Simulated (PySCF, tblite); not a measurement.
# C₂H₈O₃Si₃: geometry, infrared bands and NMR shifts

What infrared bands and NMR shifts should C₂H₈O₃Si₃ (`C#C[SiH2]O[Si@H](O)O[SiH3]`) show?

Programs: tblite 0.8.0 and PySCF 2.14.0, with density-fitted response routines of our own. Each step states its level of theory. These are calculated values for one molecule in the gas phase, unless marked as measured. Atoms count from 0, in the outputs and in this text.

### 1 Starting geometry

16 atoms, charge 0, multiplicity 1; geometry from: force field or distance geometry start.

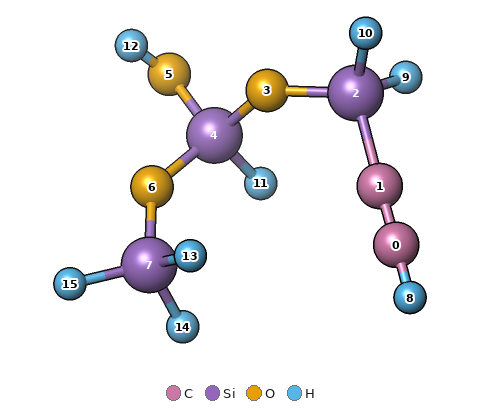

As it starts; carbon pink, silicon purple, oxygen amber, hydrogen blue, atoms numbered.

### 2 Geometry optimisation with GFN2-xTB

Job settings and geometry (Å):

```
{"job": {"kind": "relax", "xc": "GFN2-xTB", "basis": "xTB"}, "charge": 0, "multiplicity": 1}
C     -0.120100    -3.202600     0.262800
C      0.555800    -2.296700     0.653900
Si     1.637500    -0.894900     1.283700
O      1.034400     0.600700     0.847700
Si     0.664100     1.408500    -0.515600
O      1.321200     2.921700    -0.439500
O     -0.964300     1.568300    -0.688400
Si    -2.258900     0.630900    -1.075400
H     -0.735600    -4.001700    -0.087600
H      2.997700    -1.032100     0.743800
H      1.721700    -0.954200     2.757400
H      1.222400     0.707100    -1.694600
H      0.902300     3.502700     0.226700
H     -2.484900    -0.390500    -0.026300
H     -2.025800    -0.039800    -2.375800
H     -3.475000     1.481500    -1.179100
```

Launch:

```bash
> OMP_NUM_THREADS=1 python probes_run.py task.json out
```

This one command runs all jobs of the session in turn.

**Question.** This job is followed by: GFN2-xTB harmonic vibrations, gas phase; GIAO PBE0/pcSseg-1 NMR shielding, non-relativistic, gas phase. What will the session give for the following? strongest single infrared mode (GFN2-xTB); zero-point energy (GFN2-xTB); 13C shifts against TMS (PBE0/pcSseg-1); 1H shifts against TMS (PBE0/pcSseg-1, means over atoms taken as alike); 29Si shifts against TMS (PBE0/pcSseg-1); 17O shifts against H2O (PBE0/pcSseg-1).

**Answer**, as computed:

```
                                                              quantity                                   value
                             strongest single infrared mode (GFN2-xTB)                   1116 cm⁻¹, 678 km/mol
                                          zero-point energy (GFN2-xTB)                           56.6 kcal/mol
                                13C shifts against TMS (PBE0/pcSseg-1)                         104.9, 90.8 ppm
1H shifts against TMS (PBE0/pcSseg-1, means over atoms taken as alike)  5.26, 5.26, 5.20, 4.12, 2.25, 2.08 ppm
                               29Si shifts against TMS (PBE0/pcSseg-1)                 -42.6, -58.2, -73.4 ppm
                                17O shifts against H2O (PBE0/pcSseg-1)                    71.4, 57.2, 50.3 ppm
```

Relaxing lowered the energy by 0.313 eV in 154 steps; the close pair that moved most is Si2–O3, from 1.671 to 1.620 Å. All 42 modes are real, so the xTB geometry is a minimum. The strongest single mode, at 1116 cm⁻¹, moves mainly O6 and O3. GFN2-xTB is a fitted tight-binding method: band positions and strengths are rough. Its intensities can rank the bands wrongly. At PBE0/pcSseg-1: The largest span, 289 ppm, is at C1, where the paramagnetic term is -167 ppm.
